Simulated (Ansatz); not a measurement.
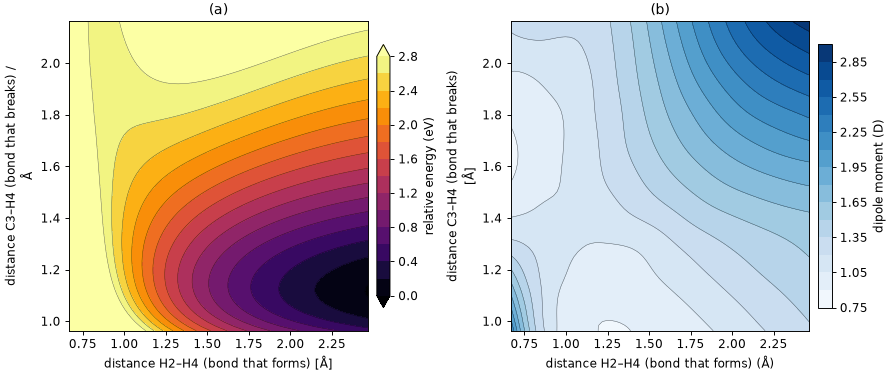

The reacting system CH4AlCl. Coordinates scanned: (1) distance H2–H4 (bond that forms); (2) distance C3–H4 (bond that breaks). Relaxed at each point: all other coordinates. The grid has 13 × 13 points. Points are written as (first, second). All energies are given in eV relative to the lowest grid point. The reference is spin-restricted, so regions where a bond is pulled apart into radicals lie too high. Theory: Ansatz, RKS SPW92 (LDA)/def2-SVP.

Panel (a) is the energy and panel (b) the computed dipole moment on the same grid.

In the figure: filled contours, one colour for all values above the top of the scale. Between grid points the surface is interpolated.

How does the dipole moment vary over the map, and what is it at the lowest grid point?

Answer. Leaving out the highest fifth of the energies, it runs from 0.89 D at (1.269 Å, 0.963 Å) to 2.92 D at (2.466 Å, 2.163 Å). At the lowest grid point, (2.466 Å, 1.091 Å), it is 1.41 D. That point lies on the edge of the scan.
